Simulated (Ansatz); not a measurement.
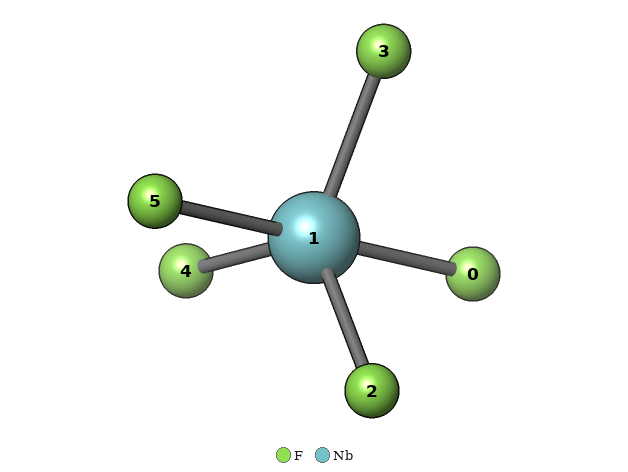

The structure as it stands in the input. Atoms are numbered from 0, in the order of the input.

Ansatz 0.2.0 input:

```yaml
crystal:
  periodic: [false, false, false]
  atoms:
    - {symbol: F, position_ang: [-1.286621, 0.498739, -1.249132]}
    - {symbol: Nb, position_ang: [0.006898, -0.010623, -0.007560]}
    - {symbol: F, position_ang: [0.077207, -1.675911, -0.764802]}
    - {symbol: F, position_ang: [1.110749, 1.318514, -0.612889]}
    - {symbol: F, position_ang: [-1.167780, 0.325766, 1.355653]}
    - {symbol: F, position_ang: [1.301546, -0.520486, 1.232629]}
basis:
  gaussian: {orbitals: def2-SVP}
hamiltonian: {xc: {name: revPBE}}
md: {timestep: 2 fs, n_steps: 30, ensemble: nvt_nose_hoover, temperature: 500, initial_velocities: maxwell_boltzmann, seed: 720}
```

It was started with:

```sh
ansatz run in.yaml --threads 4 --pin off --events-out ev --progress --plain --max-ram 10444MiB
```

Output (its end):

```
mean field -15129.75463460 eV, -556.0082275056 hartree, gradient 7.8e-6 eV, S^2 0.000000; 1 other end points of the search recorded, 0 dependent functions left out
the calculation of the forces begins
reference -15129.75472682 eV, -556.0082308946 hartree; 29, 29 occupied and 72, 72 virtual orbitals, 1017 factors
md step    30: t =    60.00 fs  T =   365.1 K  F+E_penalty+E_count = -15129.75463460 eV  E_kin = 0.188769 eV  conserved = -15129.58116160 eV  (31 SCF iters)
Total energy: -15129.75472682 eV, -556.0082308946 hartree
Atom 0 at    -1.320414     0.396689    -1.317831 Å, force     0.496651    -0.142633     0.462766 eV/Å
Atom 1 at     0.010623    -0.022721    -0.010842 Å, force    -0.320585    -0.715633    -0.157875 eV/Å
Atom 2 at     0.082370    -1.767254    -0.823440 Å, force    -0.025877     1.275633     0.618867 eV/Å
Atom 3 at     1.017534     1.462410    -0.458348 Å, force     0.164876    -0.168868    -0.243606 eV/Å
Atom 4 at    -1.105171     0.559115     1.368188 Å, force     0.173982    -0.459034    -0.271392 eV/Å
Atom 5 at     1.342566    -0.645175     1.208940 Å, force    -0.489047     0.210535    -0.408761 eV/Å
Dipole moment:     0.017698     0.038350     0.017700 e Å
```

The run converged.
